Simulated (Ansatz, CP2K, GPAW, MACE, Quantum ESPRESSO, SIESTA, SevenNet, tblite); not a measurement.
# Amorphous Zn12Cd27Se39 (78 atoms) in CP2K

Wanted: CP2K inputs and outputs for amorphous Zn12Cd27Se39 (78 atoms), checked against a plane-wave reference.

Program: CP2K 2026.2. Level of theory: the method is named at each step. Results are calculated unless marked as measured.

## 1. The starting structure

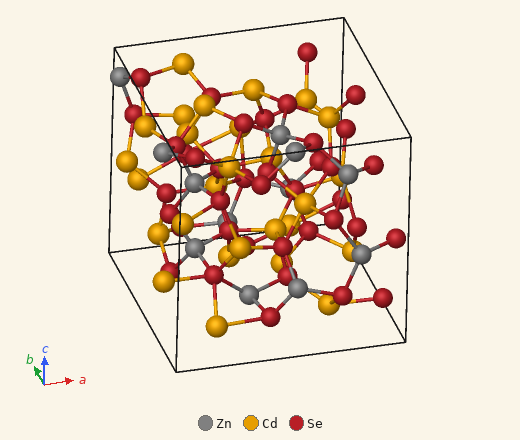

The starting structure, seen slightly off an axis (zinc grey, cadmium orange, selenium red).

The cell holds 78 atoms: 12 Zn, 27 Cd and 39 Se. Its edges and angles: a = 12.774 Å, b = 12.774 Å, c = 12.774 Å, α = 90.0°, β = 90.0°, γ = 90.0°. 78 atoms (12 Zn, 27 Cd, 39 Se) placed at random at 5.5 g/cm³, melted at 2500 K for 10 ps at fixed volume with the Stillinger-Weber II-VI potential (Zhou et al., Phys. Rev. B 88, 085309 (2013)). Quenched from 2500 K to 100 K at 50 K/ps and fixed volume, held 5 ps. Then every atom was moved at random, 0.02 Å r.m.s. a Cartesian component.

The yardstick, on the same geometry:

- method: Kohn-Sham DFT, PBE, SSSP efficiency 1.3.0 pseudopotentials, plane waves (Quantum ESPRESSO 7.5); sssp-pbe-1.3.0-efficiency, cutoffs 45/360 Ry, Γ point
- r.m.s. force component: 0.4128 eV/Å
- longest force: 1.662 eV/Å
- pressure: 0.6703 GPa
- time: 28 min on 1 thread of Arm Neoverse V2, shared host
- CPU time: 28 min

## 2. PBE, DZVP-MOLOPT-SR, 800/50 Ry, diagonalisation

Method: Kohn-Sham DFT, PBE, GTH-PBE pseudopotentials, Gaussian and plane waves, DZVP-MOLOPT-SR-GTH, diagonalisation.

Contents of input.inp:

```
&GLOBAL
  PROJECT cell
  RUN_TYPE ENERGY_FORCE
  PRINT_LEVEL LOW
&END GLOBAL
&FORCE_EVAL
  METHOD QS
  STRESS_TENSOR ANALYTICAL
  &DFT
    BASIS_SET_FILE_NAME BASIS_MOLOPT
    POTENTIAL_FILE_NAME GTH_POTENTIALS
    &MGRID
      CUTOFF 800
      REL_CUTOFF 50
      NGRIDS 5
    &END MGRID
    &QS
      EPS_DEFAULT 1.0E-12
    &END QS
    &SCF
      SCF_GUESS ATOMIC
      EPS_SCF 5.0E-06
      MAX_SCF 200
      ADDED_MOS 14
      &DIAGONALIZATION
        ALGORITHM STANDARD
      &END DIAGONALIZATION
      &SMEAR ON
        METHOD FERMI_DIRAC
        ELECTRONIC_TEMPERATURE [K] 580
      &END SMEAR
      &MIXING
        METHOD BROYDEN_MIXING
        ALPHA 0.3
        NBROYDEN 12
      &END MIXING
      &PRINT
        &RESTART OFF
        &END RESTART
      &END PRINT
    &END SCF
    &XC
      &XC_FUNCTIONAL PBE
      &END XC_FUNCTIONAL
    &END XC
    &PRINT
      &MULLIKEN ON
      &END MULLIKEN
      &HIRSHFELD ON
        SHAPE_FUNCTION DENSITY
      &END HIRSHFELD
      &MO ON
        EIGENVALUES T
        OCCUPATION_NUMBERS T
        MO_INDEX_RANGE 340 363
        &EACH
          QS_SCF 0
        &END EACH
        ADD_LAST NUMERIC
      &END MO
    &END PRINT
  &END DFT
  &SUBSYS
    &CELL
      A 12.77450 0.00000 0.00000
      B 0.00000 12.77450 0.00000
      C 0.00000 0.00000 12.77450
    &END CELL
    &TOPOLOGY
      COORD_FILE_NAME structure.xyz
      COORD_FILE_FORMAT XYZ
    &END TOPOLOGY
    &KIND Zn
      BASIS_SET DZVP-MOLOPT-SR-GTH-q12
      POTENTIAL GTH-PBE-q12
    &END KIND
    &KIND Cd
      BASIS_SET DZVP-MOLOPT-SR-GTH-q12
      POTENTIAL GTH-PBE-q12
    &END KIND
    &KIND Se
      BASIS_SET DZVP-MOLOPT-SR-GTH-q6
      POTENTIAL GTH-PBE-q6
    &END KIND
  &END SUBSYS
  &PRINT
    &FORCES ON
    &END FORCES
    &STRESS_TENSOR ON
    &END STRESS_TENSOR
  &END PRINT
&END FORCE_EVAL
```

Contents of structure.xyz:

```xyz
78

Zn 9.02378 9.53859 4.57531
Zn 6.84764 4.45511 11.18765
Zn 9.72535 1.31284 10.14334
Zn 6.92020 0.79432 3.75902
Zn 2.48311 5.62410 8.14873
Zn 0.14882 3.88102 11.40265
Zn 10.33904 0.50970 5.53034
Zn 6.50695 0.55710 12.45641
Zn 5.85340 10.45631 2.40620
Zn 5.10814 3.73450 1.90315
Zn 2.67983 5.89007 3.90772
Zn 0.24565 12.40315 11.14115
Cd 7.00681 5.43849 4.69067
Cd 6.71159 9.11128 11.29930
Cd 9.62686 11.41798 1.07715
Cd 4.12348 2.36673 5.76283
Cd 9.98046 10.16735 9.58598
Cd 11.01328 6.66062 6.74698
Cd 9.39079 3.11826 1.04547
Cd 2.54890 1.11189 1.83940
Cd 4.74969 9.05623 5.63202
Cd 3.42344 2.45398 10.84785
Cd 5.23818 7.96733 1.82356
Cd 6.84394 11.77272 7.42646
Cd 7.92773 7.11527 1.50305
Cd 1.47341 12.55721 4.48053
Cd 3.07303 9.06849 9.14769
Cd 0.18945 3.28381 3.71138
Cd 0.77298 1.98810 7.97257
Cd 10.14525 6.45636 10.63004
Cd 7.93105 3.15645 7.50157
Cd 1.75713 9.55354 2.80055
Cd 0.42782 8.18743 10.47726
Cd 11.77592 6.75107 1.88807
Cd 3.31830 10.98390 12.31883
Cd 0.17463 10.48352 6.98944
Cd 3.18954 6.49238 12.37172
Cd 3.70895 11.85908 8.53426
Cd 7.23803 7.25068 8.08013
Se 9.92195 8.86218 2.18482
Se 11.03653 10.90265 5.17687
Se 3.95320 12.38475 5.83156
Se 3.51184 11.23121 1.99257
Se 4.72209 4.26017 12.33442
Se 6.92582 11.00268 4.65682
Se 7.56749 9.73621 8.99785
Se 4.42113 7.38034 7.74007
Se 7.09713 11.05263 0.38809
Se 9.37137 0.60411 3.04697
Se 3.24689 3.35854 8.25539
Se 9.89615 4.97605 8.45991
Se 11.57651 5.50862 4.12361
Se 11.78601 8.67222 8.37535
Se 12.00445 1.84528 1.79699
Se 1.67742 7.02955 1.89995
Se 5.60072 1.34401 1.83838
[... 18 atom lines left out ...]
Se 7.87420 6.69716 11.65213
Se 2.07279 9.33279 5.41192
Se 12.49819 11.33430 2.31793
Se 0.74373 10.28232 12.24270
```

Command:

```
$ OMP_NUM_THREADS=2 cp2k.psmp -i input.inp > output.txt
```

Numbers of over 12 decimals in the logs are rounded to 6 here.

The program printed:

```text
CP2K| version string:                                       CP2K version 2026.2
 CP2K| Input file name                                                 input.inp
 GLOBAL| Basis set file name                                        BASIS_MOLOPT
 GLOBAL| Potential file name                                      GTH_POTENTIALS
 GLOBAL| Run type                                                   ENERGY_FORCE
 GLOBAL| Total number of message passing processes                             1
 GLOBAL| Number of threads for this process                                    2
 TOTAL NUMBERS AND MAXIMUM NUMBERS
  Total number of            - Atomic kinds:                                   3
                             - Atoms:                                         78
                             - Shell sets:                                    78
                             - Shells:                                       468
                             - Primitive Cartesian functions:                363
                             - Cartesian basis functions:                   1716
                             - Spherical basis functions:                   1482
  Maximum angular momentum of- Orbital basis functions:                        3
                             - Local part of the GTH pseudopotential:          0
                             - Non-local part of the GTH pseudopotential:      4
 SCF PARAMETERS         Density guess:                                    ATOMIC
                        max_scf:                                             200
                        eps_scf:                                        5.00E-06
                        added MOs                                        14    0
                        Mixing method:                            BROYDEN_MIXING
                                                charge density mixing in g-space
                        Smear method:                                FERMI_DIRAC
                        Electronic temperature [K]:                        580.0
                        Electronic temperature [a.u.]:                  1.84E-03
                        Accuracy threshold:                             1.00E-10
 Extrapolation method: initial_guess
 Number of electrons:                                                        702
 Number of occupied orbitals:                                                351
 Number of molecular orbitals:                                               365
 Number of orbital functions:                                               1482
 Number of independent orbital functions:                                   1482
 SCF WAVEFUNCTION OPTIMIZATION
  Step     Update method      Time    Convergence         Total energy    Change
     1 NoMix/Diag. 0.30E+00    7.1     1.62654973     -2341.9130647963 -2.34E+03
     2 Broy./Diag. 0.30E+00    9.1     0.74628589     -2338.6711015382  3.24E+00
     3 Broy./Diag. 0.30E+00    9.3     0.54850840     -2339.0107263440 -3.40E-01
     4 Broy./Diag. 0.30E+00    9.3     0.46655353     -2339.3392461281 -3.29E-01
[...]
18 Broy./Diag. 0.30E+00   10.6     0.00003393     -2338.9313845307  6.16E-05
    19 Broy./Diag. 0.30E+00   10.6     0.00000490     -2338.9313306231  5.39E-05
  *** SCF run converged in    19 steps ***
  Electronic density on regular grids:       -701.9999999999        0.0000000001
  Core density on regular grids:              701.9999999989       -0.0000000011
  Total charge density on r-space grids:       -0.0000000009
  Total charge density g-space grids:          -0.0000000009
  Overlap energy of the core charge distribution:               1.20369e-07
  Self energy of the core charge distribution:              -3726.547626
  Core Hamiltonian energy:                                   1130.517898
  Hartree energy:                                             624.822120
  Exchange-correlation energy:                               -367.714685
  Electronic entropic energy:                                  -0.00903866
  Fermi energy:                                                 0.137844
  Total energy:                                             -2338.931331
  Total energy (extrapolated to T->0):                      -2338.926811
 MO| EIGENVALUES AND OCCUPATION NUMBERS
 MO|
 MO|  Index      Eigenvalue [a.u.]        Eigenvalue [eV]             Occupation
 MO|    340               0.098494               2.680169               2.000000
 MO|    341               0.100191               2.726348               2.000000
 MO|    342               0.101117               2.751525               2.000000
[...]
MO|    362               0.194225               5.285144               0.000000
 MO|    363               0.196406               5.344472               0.000000
 MO| Sum:                                                             702.000000
 MO| E(Fermi):            0.137844 a.u.          3.750927 eV
 !-----------------------------------------------------------------------------!
                     Mulliken Population Analysis
 #  Atom  Element  Kind  Atomic population                           Net charge
       1     Zn       1         11.847627                              0.152373
       2     Zn       1         11.890839                              0.109161
       3     Zn       1         11.862025                              0.137975
[...]
77     Se       3          6.076479                             -0.076479
      78     Se       3          6.171231                             -0.171231
 # Total charge                            702.000000                  0.000000
 !-----------------------------------------------------------------------------!
 !-----------------------------------------------------------------------------!
                           Hirshfeld Charges
  #Atom  Element  Kind  Ref Charge     Population                    Net charge
      1       Zn     1      12.000         11.784                         0.216
      2       Zn     1      12.000         11.786                         0.214
      3       Zn     1      12.000         11.778                         0.222
[...]
77       Se     3       6.000          6.196                        -0.196
     78       Se     3       6.000          6.250                        -0.250
  Total Charge                                                            0.000
 !-----------------------------------------------------------------------------!
 ENERGY| Total FORCE_EVAL ( QS ) energy [hartree]          -2338.931312
 FORCES| Atomic forces [hartree/bohr]
 FORCES|   Atom     x               y               z               |f|
 FORCES|      1  4.39586861E-03 -1.27021544E-03 -6.63542358E-03   8.06014604E-03
 FORCES|      2  3.07076397E-03  2.51654033E-03 -1.06562697E-02   1.13718358E-02
 FORCES|      3 -1.01787058E-03 -2.33969634E-03  2.59561272E-03   3.63970396E-03
[...]
FORCES|     77  1.32138131E-02 -5.69236641E-03  6.88669496E-03   1.59510018E-02
 FORCES|     78 -2.74288684E-03 -1.02374621E-02 -1.91489708E-03   1.07701388E-02
 FORCES| Sum     1.70193284E-04 -6.86030871E-05 -7.46552557E-04
 FORCES| Total atomic force                                       7.68773606E-04
 STRESS| Analytical stress tensor [bar]
 STRESS|                        x                   y                   z
 STRESS|      x        2.06500059612E+04  -4.06432378842E+03   1.78346443097E+03
 STRESS|      y       -4.06432378842E+03   1.62561506892E+04  -5.41668116815E+03
 STRESS|      z        1.78346443097E+03  -5.41668116815E+03   2.00520543192E+04
 STRESS| 1/3 Trace                                             1.89860703232E+04
```

Wall time 3.7 min (2 threads of Arm Neoverse V2, shared host); peak memory 9.1 GiB.

Banners, paths, timers and routine set-up lines are dropped from the logs unmarked, and long logs keep their key lines alone; longer cuts are marked.

Against the reference:

* r.m.s. force component: 0.4364 eV/Å
* r.m.s. difference of force components: 35.89 meV/Å
* longest difference of force vectors: 122 meV/Å
* force difference over r.m.s. force: 8.696 %
* slope of forces against the reference's: 1.055
* correlation of force components: 0.998
* pressure: 1.899 GPa
* pressure difference: 1.228 GPa

Length of the force difference by element (eV/Å):

```
element  atoms   mean   most
     Cd     27  0.060  0.096
     Se     39  0.051   0.12
     Zn     12  0.073   0.11
```

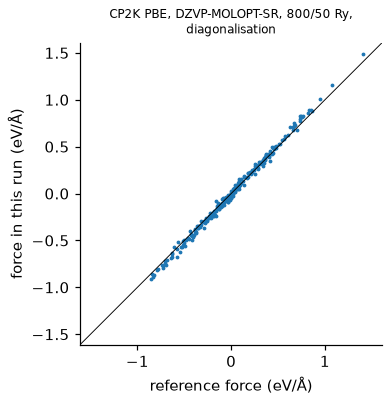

Force components against those of the reference; the line marks equality.

A closer look about Cd23, whose charge lies farthest from its element's mean: 14 atoms, nearest first, numbered in the order of the input, with positions taken from that point.

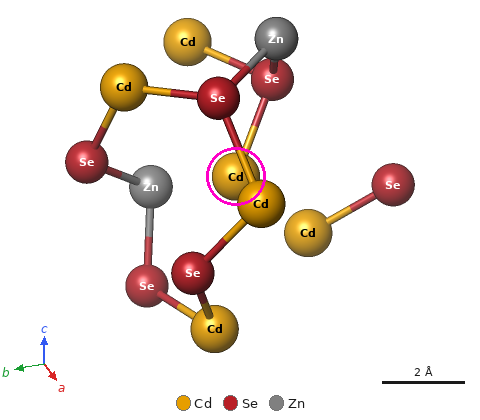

The atoms of the table, within 4.0 Å (arrows a, b, c point along x, y, z); some may hide others; the central atom is ringed.

```
atom      x      y      z  distance (Å)  bonds  Hirshfeld charge (e)     Fx     Fy  Fz (eV/Å)
Cd23   0.00   0.00   0.00          0.00      1                  0.14  -0.19   0.18      -0.46
Se62  -0.40  -1.12   2.32          2.60      4                 -0.25   0.28  -0.39       0.33
 Zn9   0.62   2.49   0.58          2.63      3                  0.19   0.01   0.29       0.03
Cd25   2.69  -0.85  -0.32          2.84      3                  0.20   0.88   1.16      -0.04
Cd37  -2.05  -1.47  -2.23          3.37      4                  0.25  -0.05  -0.32       0.45
Se60  -1.02   0.74  -3.16          3.41      4                 -0.25  -0.06  -0.36       0.68
Se55  -3.56  -0.94   0.08          3.68      4                 -0.26   0.57   0.05      -0.33
Se43  -1.73   3.26   0.17          3.70      4                 -0.22   0.83   0.50       1.49
Cd14   1.47   1.14  -3.30          3.79      4                  0.25   0.30  -0.02       0.78
Se48   1.86   3.09  -1.44          3.88      4                 -0.24   0.27   0.08      -0.30
Zn11  -2.56  -2.08   2.08          3.90      4                  0.21  -0.67  -0.12       0.18
Cd32  -3.48   1.59   0.98          3.95      4                  0.22  -0.91  -0.41      -0.09
Cd21  -0.49   1.09   3.81          3.99      4                  0.27  -0.05   0.43       0.04
Se68   2.29  -3.25   0.32          3.99      4                 -0.25  -0.57  -0.56       0.58
```

Forces lie 8.7 % from the reference's, at 0.23 times its CPU time (on 2 against 1 cores).

(Continued in part 2 of 2.)

[Also dropped from logs without a mark: logging warnings of Python, and SIESTA's first energy breakdown and zero terms.]

[Logs are printed without paths, hosts, clocks, repeated set-up lines and the standing remarks that a program may print on its own settings, such as how far it seeks lower states.]

[Hosts, paths, dates, database ids (printed as entryN), source tags and the programs' standing remarks are cut or masked in the printed files.]
